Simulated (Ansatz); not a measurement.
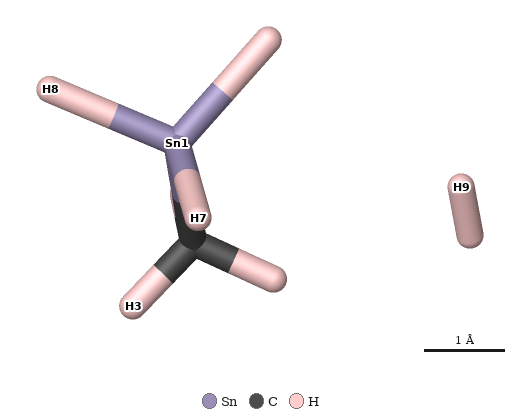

Fig. 1: The structure as given in the input (stick view, seen at an oblique angle; atoms are numbered from 1 in the order of the input). Sticks mark near contacts.

## Nudged elastic band of CH8Sn (part 1 of 2)

The run: nudged elastic band of CH8Sn. Method and program: RKS B3LYP-D4/def2-SVP (Ansatz 0.2.0).

It belongs to a series of runs on one base structure; here: band between the two ends. Figures and captions count atoms from 1; the log counts them from 0 in places.

### Log
```
Engine: ansatz 0.2.0, x86_64-unknown-linux-gnu
Functional definition: B3LYP
  parameter a0 = 0.2
  parameter ax = 0.72
  parameter ac = 0.81
  exchange = (1 - a0 - ax)*slater_x + ax*b88_x + a0*exact_x
  correlation = (1 - ac)*vwn_rpa_c + ac*lyp_c
966 factors; integrals over basis functions are off by at most 3.3e-4 eV
mean field evaluation 1: about -6993.3268 eV, gradient 4.6e1 eV
mean field evaluation 2: about -6988.5409 eV, gradient 5.8e1 eV
mean field evaluation 4: about -6998.7069 eV, gradient 9.5e-1 eV
mean field evaluation 8: about -6998.7163 eV, gradient 4.9e-3 eV
mean field -6998.71628901 eV, -257.1980797208 hartree, gradient 4.9e-5 eV, S^2 0.000000; 0 other end points of the search recorded, 0 dependent functions left out
the calculation of the forces begins
reference -6998.71656141 eV, -257.1980897312 hartree; 18, 18 occupied and 62, 62 virtual orbitals, 966 factors
966 factors; integrals over basis functions are off by at most 1.0e-3 eV
mean field evaluation 16: about -6999.3202 eV, gradient 1.8e0 eV
mean field -6999.33896444 eV, -257.2209626208 hartree, gradient 8.3e-6 eV, S^2 0.000000; 0 other end points of the search recorded, 0 dependent functions left out
[... from here on the field's lines of each further geometry are left out, up to the last ...]
NEB iter   1: max|band force component| = 8.327e0 eV/Å  barrier→ = 5.4549 eV  barrier← = 6.0448 eV  Δτ_max = 0.2000 Å  (259 SCF iters)
NEB iter   2: max|band force component| = 6.402e0 eV/Å  barrier→ = 3.6002 eV  barrier← = 4.1901 eV  Δτ_max = 0.2000 Å  (237 SCF iters)
NEB iter   3: max|band force component| = 2.130e0 eV/Å  barrier→ = 2.7957 eV  barrier← = 3.3856 eV  Δτ_max = 0.2000 Å  (223 SCF iters)
NEB iter   4: max|band force component| = 2.509e0 eV/Å  barrier→ = 2.6886 eV  barrier← = 3.2785 eV  Δτ_max = 0.1008 Å  (222 SCF iters)
NEB iter   5: max|band force component| = 1.377e0 eV/Å  barrier→ = 3.0515 eV  barrier← = 3.6414 eV  Δτ_max = 0.1008 Å  (216 SCF iters)
NEB iter   6: max|band force component| = 1.108e0 eV/Å  barrier→ = 3.1486 eV  barrier← = 3.7385 eV  Δτ_max = 0.1053 Å  (221 SCF iters)
NEB iter   7: max|band force component| = 1.655e0 eV/Å  barrier→ = 2.7758 eV  barrier← = 3.3657 eV  Δτ_max = 0.0503 Å  (210 SCF iters)
NEB iter   8: max|band force component| = 1.439e0 eV/Å  barrier→ = 2.5860 eV  barrier← = 3.1759 eV  Δτ_max = 0.0997 Å  (199 SCF iters)
NEB iter   9: max|band force component| = 8.069e-1 eV/Å  barrier→ = 2.2792 eV  barrier← = 2.8691 eV  Δτ_max = 0.2000 Å  (203 SCF iters)
NEB iter  10: max|band force component| = 1.104e0 eV/Å  barrier→ = 2.7786 eV  barrier← = 3.3686 eV  Δτ_max = 0.1001 Å  (215 SCF iters)
NEB iter  11: max|band force component| = 5.805e-1 eV/Å  barrier→ = 3.0376 eV  barrier← = 3.6275 eV  Δτ_max = 0.1003 Å  (208 SCF iters)
NEB iter  12: max|band force component| = 1.045e0 eV/Å  barrier→ = 3.0424 eV  barrier← = 3.6323 eV  CI = image 4  Δτ_max = 0.1007 Å  (204 SCF iters)
NEB iter  13: max|band force component| = 6.336e-1 eV/Å  barrier→ = 3.0924 eV  barrier← = 3.6823 eV  CI = image 4  Δτ_max = 0.1009 Å  (211 SCF iters)
NEB iter  14: max|band force component| = 6.229e-1 eV/Å  barrier→ = 3.0533 eV  barrier← = 3.6432 eV  CI = image 4  Δτ_max = 0.1003 Å  (199 SCF iters)
NEB iter  15: max|band force component| = 5.995e-1 eV/Å  barrier→ = 3.0033 eV  barrier← = 3.5932 eV  CI = image 4  Δτ_max = 0.1014 Å  (203 SCF iters)
NEB iter  16: max|band force component| = 3.148e-1 eV/Å  barrier→ = 2.9741 eV  barrier← = 3.5640 eV  CI = image 4  Δτ_max = 0.1007 Å  (199 SCF iters)
NEB iter  17: max|band force component| = 2.814e-1 eV/Å  barrier→ = 2.9585 eV  barrier← = 3.5484 eV  CI = image 4  Δτ_max = 0.0994 Å  (199 SCF iters)
NEB iter  18: max|band force component| = 4.165e-1 eV/Å  barrier→ = 2.9508 eV  barrier← = 3.5407 eV  CI = image 4  Δτ_max = 0.0502 Å  (202 SCF iters)
NEB iter  19: max|band force component| = 3.580e-1 eV/Å  barrier→ = 2.9466 eV  barrier← = 3.5365 eV  CI = image 4  Δτ_max = 0.0498 Å  (192 SCF iters)
NEB iter  20: max|band force component| = 1.544e-1 eV/Å  barrier→ = 2.9441 eV  barrier← = 3.5340 eV  CI = image 4  Δτ_max = 0.0920 Å  (195 SCF iters)
NEB iter  21: max|band force component| = 1.387e-1 eV/Å  barrier→ = 2.9422 eV  barrier← = 3.5321 eV  CI = image 4  Δτ_max = 0.0543 Å  (192 SCF iters)
NEB iter  22: max|band force component| = 1.577e-1 eV/Å  barrier→ = 2.9412 eV  barrier← = 3.5311 eV  CI = image 4  Δτ_max = 0.0272 Å  (186 SCF iters)
NEB iter  23: max|band force component| = 1.379e-1 eV/Å  barrier→ = 2.9404 eV  barrier← = 3.5303 eV  CI = image 4  Δτ_max = 0.0272 Å  (181 SCF iters)
NEB iter  24: max|band force component| = 1.045e-1 eV/Å  barrier→ = 2.9400 eV  barrier← = 3.5299 eV  CI = image 4  Δτ_max = 0.0272 Å  (179 SCF iters)
NEB iter  25: max|band force component| = 6.935e-2 eV/Å  barrier→ = 2.9397 eV  barrier← = 3.5296 eV  CI = image 4  Δτ_max = 0.0272 Å  (182 SCF iters)
NEB iter  26: max|band force component| = 4.615e-2 eV/Å  barrier→ = 2.9395 eV  barrier← = 3.5294 eV  CI = image 4  Δτ_max = 0.0272 Å  (178 SCF iters)
NEB iter  27: max|band force component| = 6.465e-2 eV/Å  barrier→ = 2.9395 eV  barrier← = 3.5294 eV  CI = image 4  Δτ_max = 0.0136 Å  (178 SCF iters)
NEB iter  28: max|band force component| = 4.812e-2 eV/Å  barrier→ = 2.9394 eV  barrier← = 3.5293 eV  CI = image 4  Δτ_max = 0.0136 Å  (169 SCF iters)
the calculation of the forces begins
reference -6999.33873431 eV, -257.2209541636 hartree; 18, 18 occupied and 62, 62 virtual orbitals, 967 factors
968 factors; integrals over basis functions are off by at most 9.3e-4 eV
mean field evaluation 1728: about -6995.7240 eV, gradient 7.2e-2 eV
mean field -6995.73879305 eV, -257.0886587624 hartree, gradient 8.1e-5 eV, S^2 0.000000; 1 other end points of the search recorded, 0 dependent functions left out
the calculation of the forces begins
reference -6995.73905605 eV, -257.0886684278 hartree; 18, 18 occupied and 62, 62 virtual orbitals, 968 factors
NEB iter  29: max|band force component| = 2.428e-2 eV/Å  barrier→ = 2.9394 eV  barrier← = 3.5293 eV  CI = image 4  Δτ_max = 0.0000 Å  (380 SCF iters)
```

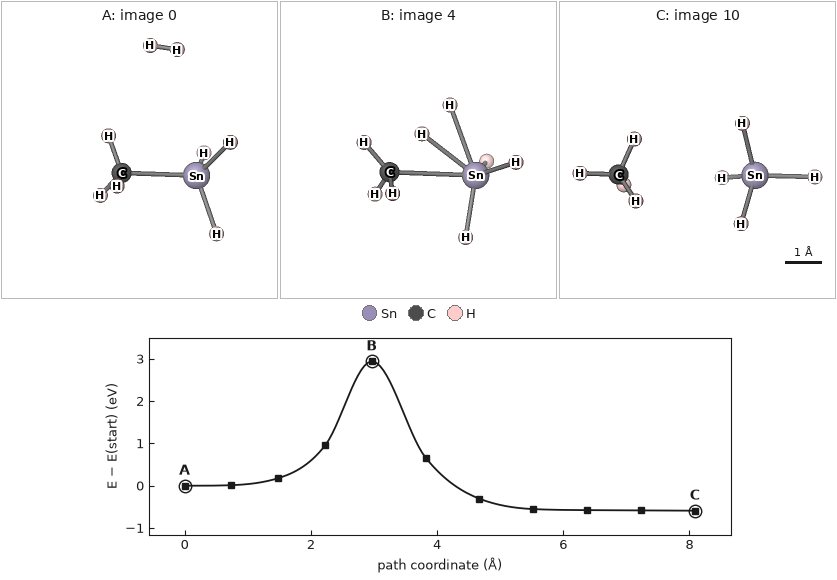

Fig. 2: Images of the last band (counted from 0; ball-and-stick, seen at a tilt) above the energy along the path; the line is a cubic interpolation that uses the forces. The highest image is number 4, 2.939 eV above the start and 3.529 eV above the end (the climbing image); the end lies 0.590 eV below the start. The path is 8.08 Å long. The band converged in 29 iterations.

```
Total energy: -6995.99423449 eV, -257.0980460621 hartree
Atom 0 at     0.147975     0.215936    -0.065151 Å, force    -0.005939    -0.004160     0.003857 eV/Å
Atom 1 at     0.066699     0.060525     2.432677 Å, force     0.005094    -0.005496    -0.014400 eV/Å
Atom 2 at    -1.023337    -0.063042     2.528344 Å, force     0.000410     0.003476     0.000201 eV/Å
Atom 3 at     0.575314    -0.910643     2.536161 Å, force    -0.003288    -0.001938     0.006891 eV/Å
Atom 4 at     0.412350     0.721560     3.250321 Å, force     0.002844     0.000204     0.005356 eV/Å
Atom 5 at     1.676560    -0.109237    -0.770710 Å, force     0.006239    -0.000793    -0.002711 eV/Å
Atom 6 at    -0.937644     1.345511    -0.762229 Å, force    -0.002271     0.001838    -0.001303 eV/Å
Atom 7 at    -0.703810    -1.317796     0.033812 Å, force     0.001569     0.001696    -0.000051 eV/Å
Atom 8 at     1.063990     1.854375     0.889383 Å, force     0.000360     0.000096     0.000639 eV/Å
Atom 9 at     0.631800     1.080311     1.612588 Å, force    -0.005019     0.005077     0.001521 eV/Å
Dipole moment:    -0.100060    -0.177695    -0.041934 e Å
this run last wrote the band of iteration 29 to [file]
```

### The last band as extended XYZ (Å, eV, eV/Å)
```
10
Properties=species:S:1:pos:R:3:forces:R:3 image=0 energy=-6998.93335
Sn   -0.2252   -0.2774    0.1332   -0.0058  -0.0015   0.0055
C    -0.2278   -0.2958    2.3019   -0.0008  -0.0009   0.0003
H    -1.2547   -0.4234    2.6735   -0.0002   0.0001  -0.0026
H     0.3930   -1.1249    2.6706   -0.0006  -0.0004  -0.0012
H     0.1769    0.6530    2.6811    0.0038  -0.0005   0.0015
H     1.3851   -0.1455   -0.4615    0.0034  -0.0002  -0.0002
H    -1.1425    1.0587   -0.4484    0.0008   0.0009  -0.0002
H    -0.9205   -1.7341   -0.4686    0.0005   0.0007  -0.0016
H     1.9312    2.4927    0.9389    0.0015  -0.0034  -0.0009
H     1.7944    2.6742    1.6646   -0.0027   0.0053  -0.0006
10
Properties=species:S:1:pos:R:3:forces:R:3 image=1 energy=-6998.91999
Sn   -0.1341   -0.2319    0.1452   -0.0067  -0.0112   0.0015
C    -0.1494   -0.2628    2.3152   -0.0056  -0.0108   0.0008
H    -1.1875   -0.2746    2.6770   -0.0051  -0.0074   0.0036
H     0.3665   -1.1642    2.6757   -0.0058  -0.0078   0.0028
H     0.3588    0.6243    2.7182   -0.0035  -0.0060  -0.0110
H     1.4805   -0.2724   -0.4509   -0.0042  -0.0077   0.0079
H    -0.9053    1.1889   -0.4466   -0.0056  -0.0075   0.0082
H    -0.9800   -1.6123   -0.4429   -0.0047  -0.0081  -0.0136
H     1.6138    2.5548    0.8945    0.0155   0.0245  -0.0071
H     1.4468    2.3277    1.5999    0.0258   0.0419   0.0070
10
Properties=species:S:1:pos:R:3:forces:R:3 image=2 energy=-6998.75446
Sn   -0.0500   -0.1124    0.1375   -0.0546  -0.0923   0.0396
C    -0.0734   -0.1549    2.3207   -0.0411  -0.0693  -0.0179
H    -1.1253   -0.1997    2.6366   -0.0289  -0.0565   0.0390
H     0.4342   -1.0771    2.6376   -0.0342  -0.0505   0.0371
H     0.4037    0.6941    2.8312   -0.0101  -0.0144  -0.1333
H     1.5354   -0.1724   -0.5382   -0.0385  -0.0275   0.0865
H    -0.8565    1.2541   -0.5375   -0.0073  -0.0464   0.0867
H    -0.9023   -1.5431   -0.2894   -0.0454  -0.0752  -0.1272
H     1.3975    2.3011    0.9520    0.1148   0.1907  -0.0277
H     1.1465    1.8878    1.5347    0.1453   0.2414   0.0172
10
Properties=species:S:1:pos:R:3:forces:R:3 image=3 energy=-6997.98204
Sn    0.0418    0.0348    0.0823   -0.2879  -0.4954   0.4020
C    -0.0012   -0.0500    2.3472   -0.1618  -0.3016  -0.2407
H    -1.0718   -0.1346    2.5721   -0.1222  -0.2330   0.1254
H     0.5092   -0.9951    2.5748   -0.1385  -0.2099   0.1085
H     0.4142    0.7137    3.0382   -0.0114  -0.0094  -0.5716
H     1.5993   -0.1008   -0.6763   -0.1913   0.0717   0.2512
H    -0.8636    1.3131   -0.6697    0.1580  -0.1307   0.2485
H    -0.8028   -1.4391   -0.0921   -0.2094  -0.3621  -0.3352
H     1.1868    2.0183    0.9964    0.2749   0.4729   0.2851
H     0.8979    1.5172    1.5123    0.6896   1.1974  -0.2732
10
Properties=species:S:1:pos:R:3:forces:R:3 image=4 energy=-6995.99397
Sn    0.1480    0.2159   -0.0652   -0.0059  -0.0042   0.0039
C     0.0667    0.0605    2.4327    0.0051  -0.0055  -0.0144
H    -1.0233   -0.0630    2.5283    0.0004   0.0035   0.0002
H     0.5753   -0.9106    2.5362   -0.0033  -0.0019   0.0069
H     0.4123    0.7216    3.2503    0.0028   0.0002   0.0054
H     1.6766   -0.1092   -0.7707    0.0062  -0.0008  -0.0027
H    -0.9376    1.3455   -0.7622   -0.0023   0.0018  -0.0013
H    -0.7038   -1.3178    0.0338    0.0016   0.0017  -0.0001
H     1.0640    1.8544    0.8894    0.0004   0.0001   0.0006
H     0.6318    1.0803    1.6126   -0.0050   0.0051   0.0015
10
Properties=species:S:1:pos:R:3:forces:R:3 image=5 energy=-6998.26778
Sn    0.2495    0.3831   -0.2973    0.2377   0.4199  -0.5343
C     0.0924    0.1225    2.6460    0.0890   0.1401   0.5134
H    -0.9969   -0.0041    2.5543    0.0742   0.1121   0.0570
H     0.5857   -0.8587    2.5728    0.0429   0.1133   0.0782
H     0.3586    0.6381    3.5675   -0.1204  -0.2205   0.7543
H     1.6929   -0.1649   -1.0212    0.0254  -0.0962  -0.6052
H    -0.9674    1.3313   -1.0249   -0.0881  -0.0327  -0.5982
H    -0.5857   -1.1016    0.1414    0.2897   0.5132   0.2427
H     0.9923    1.7037    0.6450   -0.1927  -0.3474  -0.5839
H     0.4885    0.8280    1.9015   -0.3577  -0.6020   0.6759
10
Properties=species:S:1:pos:R:3:forces:R:3 image=6 energy=-6999.23856
Sn    0.2761    0.4320   -0.5330    0.0262   0.0364  -0.1729
C     0.0979    0.1287    2.8707   -0.0131  -0.0122   0.1639
H    -0.9826    0.0129    2.7033    0.0001   0.0008   0.0916
H     0.5943   -0.8407    2.7192   -0.0010   0.0020   0.0945
H     0.2950    0.5133    3.8770   -0.0473  -0.0922   0.2117
H     1.6017   -0.1806   -1.4267   -0.0534   0.0057  -0.2755
H    -0.9501    1.2584   -1.3953    0.0247  -0.0381  -0.2781
H    -0.4757   -0.9158    0.2252    0.0799   0.1325   0.0500
H     0.9591    1.6234    0.4964   -0.0166  -0.0422  -0.0806
H     0.4942    0.8459    2.1485    0.0006   0.0073   0.1954
```
